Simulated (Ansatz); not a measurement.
# ZrCdS3 (model cell, started as cubic perovskite with Zr in the octahedra): following an unstable mode

Wanted: the energy along a soft mode of ZrCdS3 (model cell, started as cubic perovskite with Zr in the octahedra) and the structure at the end.

Method: DFT PBEsol, scalar-relativistic, plane waves, PAW; PAW set soft_1, in Ansatz 0.2.0.

The structure was built from a prototype and need not be the compound's stable phase.

**1. The starting structure**

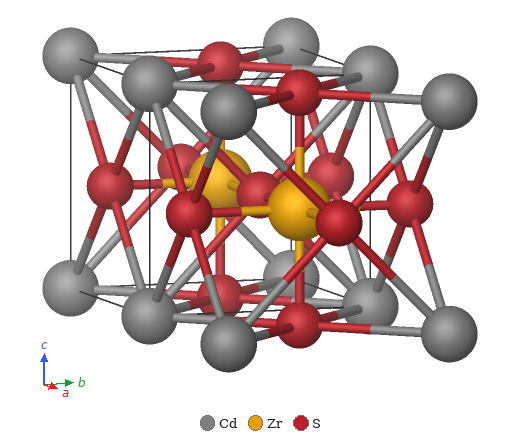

The starting structure, seen slightly off an axis (cadmium grey, zirconium orange, sulfur red). 2×1×1 cells are drawn. Some periodic images of atoms are drawn too.

**2. The dispersion**

The cell comes from relaxations at this level that are not shown. Stability and thermal properties need the whole zone. Linear response on a 2×2×2 q mesh gives force constants as far as a supercell of that size would.

Contents of input.yaml:

```yaml
crystal:
  lattice:
    - [4.9204475525, 0.0, 0.0]
    - [0.0, 4.9204475525, 0.0]
    - [0.0, 0.0, 4.9204475525]
  atoms:
    - { symbol: Cd, position: [0.0, 0.0, 0.0] }
    - { symbol: Zr, position: [0.5, 0.5, 0.5] }
    - { symbol: S, position: [0.5, 0.5, 0.0] }
    - { symbol: S, position: [0.5, 0.0, 0.5] }
    - { symbol: S, position: [0.0, 0.5, 0.5] }
kpoints:
  mp_grid: { grid: [8, 8, 8] }
hamiltonian:
  xc: pbesol
  pseudopotentials: { kind: paw, azcp: { folder: soft_1 }, xc_functional: pbe }
scf:
  occupations: { method: methfessel_paxton, width: 0.2 }
output:
  eigenvalues: true
phonons:
  method: dfpt
  qmesh: [2, 2, 2]
  temperatures: { t_max: 1000, t_step: 50 }
  qpath:
    path:
      - [[0.0, 0.0, 0.0], [0.0, 0.5, 0.0], [0.5, 0.5, 0.0], [0.0, 0.0, 0.0], [0.5, 0.5, 0.5], [0.0, 0.5, 0.0]]
      - [[0.5, 0.5, 0.5], [0.5, 0.5, 0.0]]
    npoints: 10
```

Command:

```console
> ansatz run input.yaml --threads 8 --pin off --max-ram 16384MiB --backend cpu --events-out ev --progress --plain --runs-dir out
```

Numbers of over 12 decimals in the logs are rounded to 6 here.

Output:

```text
Engine: ansatz 0.2.0, x86_64-unknown-linux-gnu
Pseudopotentials: kind: paw
Pseudopotential: Cd, paw, valence charge 20, recommended cutoff 420 eV (normal), soft_1/Cd.paw.azcp
Pseudopotential: Zr, paw, valence charge 12, recommended cutoff 420 eV (normal), soft_1/Zr.paw.azcp
Pseudopotential: S, paw, valence charge 6, recommended cutoff 420 eV (normal), soft_1/S.paw.azcp
Functional definition: PBEsol
  exchange = pbesol_x
  correlation = pbesol_c
Crystal: 5 atoms, lattice volume = 119.128 Å³
Basis set: ecut = 420 eV, 2325 PW (Γ), exchange–correlation on 72×72×72 points (8 copies of the dense FFT grid, shifted against one another)
Bands: 30, of which v1, the nominal top of the filled ones, is band 25 counted from 1 (24 counted from 0)
Symmetry: 48 space group operations
k-points: 35 of 512
Non-local potential: Cd, projectors of the file, l = 0: 3, l = 1: 2, l = 2: 2, l = 3: 1
Non-local potential: Zr, projectors of the file, l = 0: 3, l = 1: 2, l = 2: 2, l = 3: 1
Non-local potential: S, projectors of the file, l = 0: 2, l = 1: 2, l = 2: 1
PAW form: soft (Blöchl's): semilocal exchange-correlation on the pseudo side does not see the compensation charge
PAW frozen core: Cd, regenerated for the run's functional, and the local potential with it (the file was generated under x = pbe(κ = 0.804, μ = 0.219515), c = pbe(β = 0.066725))
PAW frozen core: Zr, regenerated for the run's functional, and the local potential with it (the file was generated under x = pbe(κ = 0.804, μ = 0.219515), c = pbe(β = 0.066725))
PAW frozen core: S, regenerated for the run's functional, and the local potential with it (the file was generated under x = pbe(κ = 0.804, μ = 0.219515), c = pbe(β = 0.066725))
PAW one-centre angular grid: Cd, 590 points (default); XC on 64 Gauss nodes
PAW one-centre angular grid: Zr, 590 points (default); XC on 64 Gauss nodes
PAW one-centre angular grid: S, 110 points (default); XC on 64 Gauss nodes
Initial density: superposition of atomic densities (chi_scale 0.1, normalization cell, long waves kept (reshape's long-wave potential 0.00 eV rms))
Initial wavefunctions: pseudopotential atomic-orbital guess
Functional: x = pbesol(κ = 0.804, μ = 0.123457), c = pbesol(β = 0.046)
SCF iter   1: F=—  HF=-14971.455202 eV  |F-HF|=—  |Δ(HF+E_count)|=         —  Δρ=3.98e-2  dr2=4.29e0  ethr=3.10e-3  ⟨swp⟩=6.0  Hψ=4609  notcnv=0
preconditioner: auto → Kerker (q_TF=auto, 2.361 Å⁻¹)  [metal: Δε(μ)=0.001 eV  Ē_g=7.791 eV  σ=0.200 eV  W_gap=0.00  n_scr=26 (ndim 8)  ℏωp=19.8 eV  f_vac=0.000  D(μ)=3.09/eV (n_scr^D=18)]
SCF iter   2: F=—  HF=-14970.829647 eV  |F-HF|=—  |Δ(HF+E_count)|=   6.26e-1  S|Δr|=    0.00e0  Δρ=2.28e-2  dr2=1.77e0  ethr=3.10e-3  ⟨swp⟩=2.0  Hψ=1432  notcnv=0
SCF iter   3: F=—  HF=-14970.410655 eV  |F-HF|=—  |Δ(HF+E_count)|=   4.19e-1  S|Δr|=    0.00e0  Δρ=6.24e-3  dr2=1.64e-1  ethr=3.10e-3  ⟨swp⟩=2.7  Hψ=1705  notcnv=0
SCF iter   4: F=—  HF=-14970.369131 eV  |F-HF|=—  |Δ(HF+E_count)|=   4.15e-2  S|Δr|=    0.00e0  Δρ=2.57e-3  dr2=1.74e-2  ethr=3.28e-4  ⟨swp⟩=2.5  Hψ=2055  notcnv=0
SCF iter   5: F=—  HF=-14970.366077 eV  |F-HF|=—  |Δ(HF+E_count)|=   3.05e-3  S|Δr|=    0.00e0  Δρ=8.83e-4  dr2=8.66e-4  ethr=3.49e-5  ⟨swp⟩=2.0  Hψ=1506  notcnv=0
SCF iter   6: F=—  HF=-14970.366050 eV  |F-HF|=—  |Δ(HF+E_count)|=   2.70e-5  S|Δr|=    0.00e0  Δρ=2.00e-4  dr2=6.83e-5  ethr=1.73e-6  ⟨swp⟩=2.1  Hψ=1981  notcnv=0  defer=1
SCF iter   7: F=—  HF=-14970.366091 eV  |F-HF|=—  |Δ(HF+E_count)|=   4.11e-5  S|Δr|=    0.00e0  Δρ=5.59e-5  dr2=7.90e-6  ethr=1.37e-7  ⟨swp⟩=2.1  Hψ=1311  notcnv=0  defer=1
SCF iter   8: F=—  HF=-14970.366077 eV  |F-HF|=—  |Δ(HF+E_count)|=   1.33e-5  S|Δr|=    0.00e0  Δρ=1.17e-5  dr2=2.74e-7  ethr=1.58e-8  ⟨swp⟩=2.1  Hψ=1567  notcnv=0  defer=1
SCF iter   9: F=—  HF=-14970.366091 eV  |F-HF|=—  |Δ(HF+E_count)|=   1.34e-5  S|Δr|=    0.00e0  Δρ=3.44e-6  dr2=3.00e-8  ethr=5.49e-10  ⟨swp⟩=2.1  Hψ=1465  notcnv=0  defer=1
SCF iter  10: F=—  HF=-14970.366091 eV  |F-HF|=—  |Δ(HF+E_count)|=  7.28e-10  S|Δr|=    0.00e0  Δρ=5.30e-7  dr2=3.66e-10  ethr=6.00e-11  ⟨swp⟩=2.3  Hψ=1637  notcnv=0  defer=1
SCF iter  11: F=-14970.366091 eV  HF=-14970.366091 eV  |F-HF|=1.46e-11  |Δ(HF+E_count)|=  2.46e-10  S|Δr|=    0.00e0  Δρ=9.46e-8  dr2=7.45e-12  ethr=1.00e-12  ⟨swp⟩=6.7  Hψ=6217  notcnv=0
SCF 1 converged in 11 iterations: F = -14970.366091 eV  dr2 = 7.45e-12
  greatest PAW one-centre occupation: 1.000 electrons in one spin orbital (limit 2), on the Cd atom at site 0 (counted from 0), in its partial waves of l = 0
Initial density: read from a saved state, or passed on in memory by an earlier SCF of this step, an earlier step, the calling program or the single point that the run made first
iter 1 solved again at ethr=1.25e-6 eV; its pass at ethr=3.10e-3 eV (dr2=6.26e-4 eV) is discarded
SCF iter   1: F=—  HF=-14970.366089 eV  |F-HF|=—  |Δ(HF+E_count)|=         —  Δρ=2.04e-6  dr2=2.20e-9  ethr=1.25e-6  ⟨swp⟩=3.3  Hψ=7267  notcnv=0
eigensolver tolerance schedule: the retry pair's looser diagonalisation over-reported the residual by 285096.25 of it (diagonalisation noise at an unbounded share of the residual, at the tolerance the schedule requests for it); recorded, not acted on — ethr = c·dr2/N_el stays at c = 1.0e-1
preconditioner: auto → Kerker (q_TF=auto, 2.361 Å⁻¹)  [metal: Δε(μ)=0.036 eV  Ē_g=8.244 eV  σ=0.200 eV  W_gap=0.15  n_scr=26 (ndim 8)  ℏωp=19.8 eV  f_vac=0.003  D(μ)=3.61/eV (n_scr^D=26)]
SCF iter   2: F=—  HF=-14970.366091 eV  |F-HF|=—  |Δ(HF+E_count)|=   1.36e-6  S|Δr|=    0.00e0  Δρ=9.80e-7  dr2=5.56e-10  ethr=4.39e-12  ⟨swp⟩=5.1  Hψ=3562  notcnv=0
SCF iter   3: F=—  HF=-14970.366091 eV  |F-HF|=—  |Δ(HF+E_count)|=  6.00e-11  S|Δr|=    0.00e0  Δρ=6.64e-7  dr2=2.28e-10  ethr=1.11e-12  ⟨swp⟩=1.5  Hψ=1078  notcnv=0
SCF iter   4: F=—  HF=-14970.366091 eV  |F-HF|=—  |Δ(HF+E_count)|=  1.64e-11  S|Δr|=    0.00e0  Δρ=4.18e-7  dr2=9.06e-11  ethr=1.00e-12  ⟨swp⟩=1.0  Hψ=1050  notcnv=0
SCF iter   5: F=—  HF=-14970.366091 eV  |F-HF|=—  |Δ(HF+E_count)|=  1.82e-12  S|Δr|=    0.00e0  Δρ=2.67e-7  dr2=3.94e-11  ethr=1.00e-12  ⟨swp⟩=1.0  Hψ=1050  notcnv=0
SCF iter   6: F=—  HF=-14970.366091 eV  |F-HF|=—  |Δ(HF+E_count)|=  1.82e-12  S|Δr|=    0.00e0  Δρ=1.96e-7  dr2=2.12e-11  ethr=1.00e-12  ⟨swp⟩=1.0  Hψ=1050  notcnv=0
SCF iter   7: F=-14970.366091 eV  HF=-14970.366091 eV  |F-HF|=3.64e-12  |Δ(HF+E_count)|=    0.00e0  S|Δr|=    0.00e0  Δρ=1.28e-7  dr2=9.03e-12  ethr=1.00e-12  ⟨swp⟩=1.7  Hψ=2349  notcnv=0
SCF 2 converged in 7 iterations: F = -14970.366091 eV  dr2 = 9.03e-12
phonons: the bands overlap, so this run is a metal and interpolates without the dipole-dipole term. If the crystal is really an insulator or semiconductor, its LO-TO splitting is missing
NSCF: frozen V_eff on 35 k-points
WARN: eigensolver did not converge (k=33): 1 band(s) unlocked after 2 eigensolves, warm-restarted (20 sweeps on the last) at ethr=1.77e-12 eV (storage-precision floor; scheduled 1.00e-12 eV) (lowest unlocked band 29, counted from 0; max residual 3.07e-2 eV among the unlocked bands, 3.07e-2 eV over every band; other slots of this pass that fall short are told together in one closing line; warning suppressed until the next SCF loop or pass starts)
NSCF: frozen V_eff on 125 k-points
DFPT response loops at q = (0, 0, 0) (fractional): preconditioner auto → Kerker (q_TF=auto, 2.361 Å⁻¹) (partly filled bands, converged f_vac=0.003); β = 1.00, the filter's whole step (`scf.mixing.beta` (0.50) is not read by the response loops under this deck's `scf.mixing.preconditioner`; to damp them name `kerker` or `kerker_dos`, under which they read `scf.mixing.beta`, and type it under 1.00, their step now; both keys bind the ground state too); Broyden in place of MSR1
NSCF: frozen V_eff on 250 k-points
DFPT response loops at q = (0, 0, -0.5) (fractional): mixed as the last ones told, above
NSCF: frozen V_eff on 250 k-points
DFPT response loops at q = (0, -0.5, -0.5) (fractional): mixed as the last ones told, above
NSCF: frozen V_eff on 250 k-points
DFPT response loops at q = (-0.5, -0.5, -0.5) (fractional): mixed as the last ones told, above
SCF converged after 11 iterations
Stability not checked: this state was not tested for a lower state beside it, because cold or Methfessel-Paxton smearing, or corrected tetrahedra, fill the levels in a way that the test cannot read (fill_not_monotonic; see scf.lower_state_search)
Free energy (F): -14970.366091 eV
Harris-Foulkes:  -14970.366091 eV  (|F-HF|=1.46e-11)
Internal energy: -14970.356736 eV  (E = F + TS)
E sigma→0 (E₀):  -14970.363752 eV
Entropy (-TS):   -0.009355 eV (-1.871 meV/atom)
Fermi energy:    7.115321 eV
--- Per-component energies (eV) ---
  E_band       = -680.112942
  E_kinetic    = 1072.169273
  E_local      = -5109.758526  (includes V_loc(G=0)·N_el)
  E_nonlocal   = 303.449030
  E_hartree    = 2180.594824
  E_xc         = -570.622035
  E_vxc        = -622.245119  (∫ρ·V_xc dr)
  E_paw        = -8718.291828  (= ΣΔE_a)
  E_vpaw       = -684.917494  (= ΣTr[D̂ρ^β])
  E_aug_tail   = 0.000266  (compensation charges beyond the density's cutoff)
  E_ewald      = -4128.591268
  E_core_change = 0.693530  (= ΣΔE_core)
  E_smearing   = -0.009355  (= −TS)
  E_closure    = -0.000000  (closes the sum)
  Σ components = -14970.366091   (vs F -14970.366091, Δ=0.00e0)
--- Band table (eV; the first three rows and the last of 35) ---
  k-point 0: bands = [... 21 lower, 6.1008, 6.1008, 6.7086, 6.7086, 6.7086, 7.8622, 7.8622, 7.8622, ... 1 higher]
  k-point 1: bands = [... 21 lower, 5.8765, 6.0477, 6.6030, 6.6030, 6.6730, 7.8692, 8.3346, 8.3346, ... 1 higher]
  k-point 2: bands = [... 21 lower, 5.3966, 5.9262, 6.5796, 6.5796, 7.2472, 7.8863, 9.2105, 9.2105, ... 1 higher]
  k-point 34: bands = [... 21 lower, 3.2528, 5.6842, 7.3617, 7.3617, 7.3617, 10.7764, 10.7764, 10.7764, ... 1 higher]
--- Phonons (Γ-DFPT): 4 representative perturbations + reference (Σ response iterations 12) ---
  ASR residual: 5.530e-5 → 0.000e0 eV/Å²; symmetrization residual: 1.810e-5 eV/Å²
  ASR residual per site (eV/Å²): 4.00e-5 3.02e-5 5.53e-5 5.53e-5 5.53e-5
  Γ frequencies (cm⁻¹): -135.65 -135.65 -135.65 -118.82 -118.82 -118.82 -57.26 -57.26 -57.26 0.00 0.00 0.00 356.74 356.74 356.74
--- Phonons (arbitrary-q DFPT): 4 irreducible q on the 2×2×2 mesh ---
  q = [0.0000, 0.0000, 0.0000] (star 1, of the zone-centre solve; hermiticity 2.93e-6, symmetrization 2.03e-12): -135.65 -135.65 -135.65 -118.82 -118.82 -118.82 -57.26 -57.26 -57.26 -0.00 0.00 0.00 356.74 356.74 356.74
  q = [0.0000, 0.0000, -0.5000] (star 3, 9 solved perturbations in 975 linear systems a pass and spin channel, the states on 125 of 512 k-point pairs; hermiticity 8.91e-7, symmetrization 2.20e-12): -129.29 -118.02 -118.02 -71.32 -71.32 -53.69 -50.76 -50.76 -31.80 51.06 51.06 199.92 361.37 361.37 414.85
  q = [0.0000, -0.5000, -0.5000] (star 3, 9 solved perturbations in 975 linear systems a pass and spin channel, the states on 125 of 512 k-point pairs; hermiticity 1.11e-6, symmetrization 1.89e-13): -183.56 -97.42 -97.42 -64.52 -60.91 -3.61 -3.61 58.77 58.77 124.78 193.99 193.99 364.18 367.39 446.30
  q = [-0.5000, -0.5000, -0.5000] (star 1, 4 solved perturbations in 350 linear systems a pass and spin channel, the states on 125 of 512 k-point pairs; hermiticity 5.56e-8, symmetrization 2.59e-13): -180.15 -180.15 -180.15 -64.90 -64.90 -64.90 149.35 149.35 149.35 185.17 185.17 185.17 361.88 361.88 466.85
  sum rule: each row above includes the acoustic sum rule's correction from the zone centre's row sums; it moved no ω² by more than (0.68 cm⁻¹)²
  mesh force constants: q→R imaginary residual 2.89e-18; ASR residual 5.530e-5 → 0.000e0 eV/Å²; symmetrization residual 1.776e-14 eV/Å²
  interpolated dispersion: 62 rows × 15 modes
  density of states and harmonic sums: on the 14×14×14 q-mesh, interpolated from the force constants of a 2×2×2 supercell (no non-analytic term)
  largest difference from the sums on the solved wave vectors: F 2.18e-1 eV, S 3.16e-4 and C_V 9.86e-5 eV/K
  zero-point energy: 0.105719 eV/cell   skipped modes (ω ≤ 0): 875, of them read as no rigid motion or as one in doubt: 872 (7.105e0 modes/cell left out, lowest -183.56 cm⁻¹)   left out of the sums: 4.74e-1 of the cell's modes: C_V's classical limit lies that fraction below 3 k_B per atom; for a crystal, a wire or a layer, F and S can be off by more, and a phonons.interpolated_qmesh denser along its periods is the remedy for the sampling
```

Run time: 1.7 min. Hardware: 8 threads of AMD EPYC 7B13 (Zen 3), shared host; peak memory 1.5 GiB; 13 min of CPU time.

This step gave:

```
volume per atom                                         : 23.83 Å³
gap on the k-mesh                                       : 0 eV
sum-rule residual before enforcement                    : 5.53e-5 eV/Å²
lowest frequency on the path                            : -183.6 cm⁻¹
point group                                             : m-3m
highest frequency on the path or at a solved wavevector : 466.9 cm⁻¹
highest optical mode at the zone centre (no LO-TO term) : 356.7 cm⁻¹
lowest optical zone-centre mode                         : -135.7 cm⁻¹
lowest mode on the q mesh (acoustic modes at Γ apart)   : -183.6 cm⁻¹
```

Frequencies (cm⁻¹) solved at each irreducible wavevector; negative means imaginary. Frequencies by wavevector, by row:

| q in reciprocal lattice units | star | mode 1 | mode 2 | mode 3 | mode 4 | mode 13 | mode 14 | mode 15 |
| --- | --- | --- | --- | --- | --- | --- | --- | --- |
| 0 0 0 | 1 | -135.7 | -135.7 | -135.7 | -118.8 | 356.7 | 356.7 | 356.7 |
| 0 0 -0.5 | 3 | -129.3 | -118 | -118 | -71.3 | 361.4 | 361.4 | 414.9 |
| 0 -0.5 -0.5 | 3 | -183.6 | -97.4 | -97.4 | -64.5 | 364.2 | 367.4 | 446.3 |
| -0.5 -0.5 -0.5 | 1 | -180.2 | -180.2 | -180.2 | -64.9 | 361.9 | 361.9 | 466.9 |

Interpolated from a 2×2×2 q mesh. The phonon branches at the labelled points (cm⁻¹):

| point | branch 1 | branch 2 | branch 3 | branch 4 | branch 12 | branch 13 | branch 14 | branch 15 |
| --- | --- | --- | --- | --- | --- | --- | --- | --- |
| Γ | -136 | -136 | -136 | -119 | 0 | 357 | 357 | 357 |
| X | -129 | -118 | -118 | -71 | 200 | 361 | 361 | 415 |
| M | -184 | -97 | -97 | -64 | 194 | 364 | 367 | 446 |
| Γ | -136 | -136 | -136 | -119 | 0 | 357 | 357 | 357 |
| R | -180 | -180 | -180 | -65 | 185 | 362 | 362 | 467 |
| X | -129 | -118 | -118 | -71 | 200 | 361 | 361 | 415 |
| jump to R | -180 | -180 | -180 | -65 | 185 | 362 | 362 | 467 |
| M | -184 | -97 | -97 | -64 | 194 | 364 | 367 | 446 |

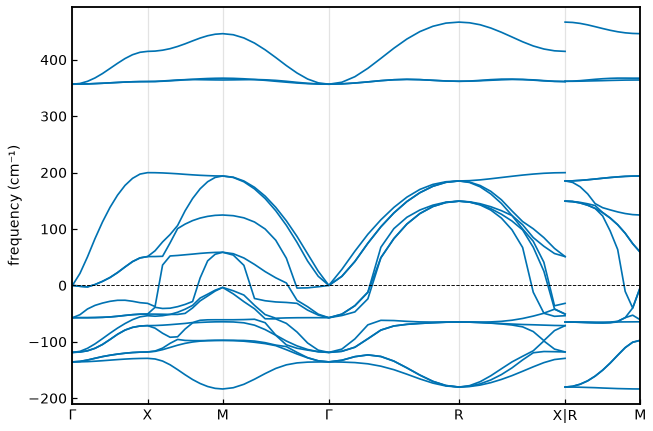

Phonon branches along the path.

Symmetry leaves 4 wavevectors to solve. The lowest mode among them, the acoustic zeros apart, lies at q = (0, -0.5, -0.5) and is imaginary, 183.6i cm⁻¹, so the energy falls along it.

**3. The mode frozen in, largest atomic shift 0 Å**

The mode followed lies at q = (-0.5, -0.5, -0.5) with frequency 180.2i cm⁻¹ and is 3-fold degenerate, one of the unstable modes though not the softest. At small amplitude the distorted cell has space group no. 140 by a symmetry search on the positions. The undistorted cell that holds it gives the zero of energy on the same k mesh.

System of this step: ZrCdS3 (model cell, started as cubic perovskite with Zr in the octahedra). It takes space group Pm-3m (No. 221, cubic). Conventional cell: a = 4.920 Å, b = 4.920 Å, c = 4.920 Å, α = 90.00°, β = 90.00°, γ = 90.00°. Nearest to Cd lie 12 S at 3.48 Å. Nearest to Zr lie 6 S at 2.46 Å. Nearest to S lie 2 Zr at 2.46 Å. Farther neighbours and most contacts between anions are not listed.

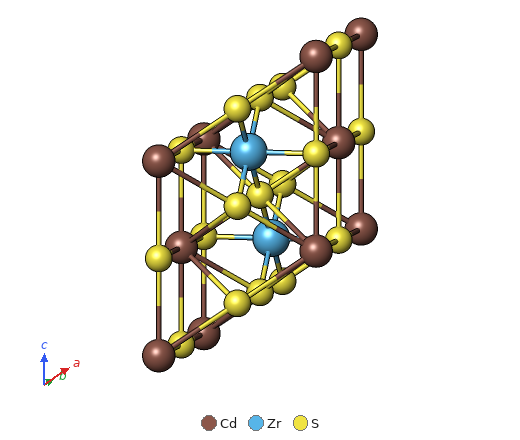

The cell of this step (cadmium brown, zirconium blue, sulfur yellow). Some periodic images of atoms are drawn too.

input.yaml, the sections that differ from step 2:

```yaml
crystal:
  lattice:
    - [4.9204475525, 4.9204475525, 0.0]
    - [4.9204475525, 0.0, 4.9204475525]
    - [4.9204475525, 0.0, -4.9204475525]
  atoms:
    - { symbol: Cd, position: [0.0, 0.5, 0.5] }
    - { symbol: Cd, position: [0.0, 0.0, 0.0] }
    - { symbol: Zr, position: [0.5, 0.25, 0.75] }
    - { symbol: Zr, position: [0.5, 0.75, 0.25] }
    - { symbol: S, position: [0.5, 0.0, 1.0] }
    - { symbol: S, position: [0.5, 0.5, 0.5] }
    - { symbol: S, position: [0.0, 0.0, 0.5] }
    - { symbol: S, position: [0.0, 0.5, 0.0] }
    - { symbol: S, position: [0.5, 0.0, 0.5] }
    - { symbol: S, position: [0.5, 0.5, 0.0] }
output:
  forces: true
  stress: true
  eigenvalues: true
# kpoints, hamiltonian, scf: as in step 2
# phonons: removed
```

Output:

```text
[...]
Crystal: 10 atoms, lattice volume = 238.256 Å³
Basis set: ecut = 420 eV, 4645 PW (Γ), exchange–correlation on 96×96×96 points (8 copies of the dense FFT grid, shifted against one another)
Bands: 60, of which v1, the nominal top of the filled ones, is band 50 counted from 1 (49 counted from 0)
Symmetry: 96 space group operations
[...]
k-points: 29 of 512
[...]
k-point 0: bands = [... 46 lower, 6.7075, 6.7075, 6.7075, 7.3602, 7.3602, 7.3602, 7.8624, 7.8624, ... 6 higher]
  k-point 1: bands = [... 46 lower, 6.5535, 6.5535, 6.6311, 7.2646, 7.2646, 7.2985, 8.1180, 8.1180, ... 6 higher]
  k-point 2: bands = [... 46 lower, 6.3405, 6.3405, 6.7886, 7.0147, 7.0147, 7.1313, 8.6256, 8.6256, ... 6 higher]
  k-point 28: bands = [... 46 lower, 5.8026, 5.8026, 6.6464, 6.6464, 7.8649, 7.8649, 9.2554, 9.2554, ... 6 higher]
[key lines of the parts left out:]
SCF converged after 9 iterations
Free energy (F): -29940.732414 eV
Fermi energy:    7.085935 eV
P = ⅓ Tr σ = -0.0186 GPa (-0.186 kbar)
```

Wall time 2.8 s (8 threads); peak memory 1.1 GiB; 19 s of CPU time.

Numbers from this step:

| Property | Result |
| --- | --- |
| pressure | -0.01864 GPa |
| energy from the undistorted cell | 0 meV/atom |

The run ends at a pressure of -0.02 GPa.

**4. The mode frozen in, largest atomic shift 0.6 Å**

The atoms are moved along the unstable eigenvector, the largest shift by 0.6 Å, with the cell fixed.

input.yaml, the sections that differ from step 3:

```yaml
crystal:
  lattice:
    - [4.9204475525, 4.9204475525, 0.0]
    - [4.9204475525, 0.0, 4.9204475525]
    - [4.9204475525, 0.0, -4.9204475525]
  atoms:
    - { symbol: Cd, position: [0.0, 0.5, 0.5] }
    - { symbol: Cd, position: [0.0, 0.0, 0.0] }
    - { symbol: Zr, position: [0.5, 0.25, 0.75] }
    - { symbol: Zr, position: [0.5, 0.75, 0.25] }
    - { symbol: S, position: [0.5, -0.0609700636, 0.9390299364] }
    - { symbol: S, position: [0.5, 0.5609700636, 0.5609700636] }
    - { symbol: S, position: [0.0, 0.0, 0.5] }
    - { symbol: S, position: [0.0, 0.5, 0.0] }
    - { symbol: S, position: [0.5, 0.0609700636, 0.4390299364] }
    - { symbol: S, position: [0.5, 0.4390299364, 0.0609700636] }
# kpoints, hamiltonian, scf, output: as in step 3
```

Output:

```text
[...]
Crystal: 10 atoms, lattice volume = 238.256 Å³
Basis set: ecut = 420 eV, 4645 PW (Γ), exchange–correlation on 96×96×96 points (8 copies of the dense FFT grid, shifted against one another)
Bands: 60, of which v1, the nominal top of the filled ones, is band 50 counted from 1 (49 counted from 0)
Symmetry: 16 space group operations
[...]
k-points: 59 of 512
[...]
k-point 0: bands = [... 46 lower, 6.8049, 6.8049, 7.0852, 7.0852, 7.3116, 7.7407, 8.1876, 8.1876, ... 5 higher]
  k-point 1: bands = [... 46 lower, 6.5227, 6.6713, 7.0504, 7.1113, 7.5181, 7.6661, 8.3318, 8.4019, ... 5 higher]
  k-point 2: bands = [... 46 lower, 6.3418, 6.4991, 6.9320, 7.0241, 7.5997, 7.6264, 8.7710, 8.7919, ... 5 higher]
  k-point 58: bands = [... 46 lower, 5.5244, 5.9888, 6.7490, 6.7490, 7.5377, 8.2293, 8.9619, 9.5329, ... 5 higher]
[key lines of the parts left out:]
SCF converged after 9 iterations
Free energy (F): -29942.643822 eV
Fermi energy:    7.295380 eV
P = ⅓ Tr σ = -3.4769 GPa (-34.769 kbar)
```

Elapsed: 5.1 s, on 8 threads; peak memory 1.3 GiB.

Numbers from this step:

```
pressure                         : -3.477 GPa
gap on the k-mesh                : 0.1618 eV
energy from the undistorted cell : -191.5 meV/atom
```

The energy, extrapolated to zero smearing, is -191.51 meV/atom against the undistorted cell.

The run ends at a pressure of -3.48 GPa, with forces up to 1.1 eV/Å.

(Continued in part 2 of 3.)

[Logs are printed without paths, hosts, clocks, repeated set-up lines and the standing remarks that a program may print on its own settings, such as how far it seeks lower states.]

[Hosts, paths, dates, database ids (printed as entryN), source tags and the programs' standing remarks are cut or masked in the printed files.]
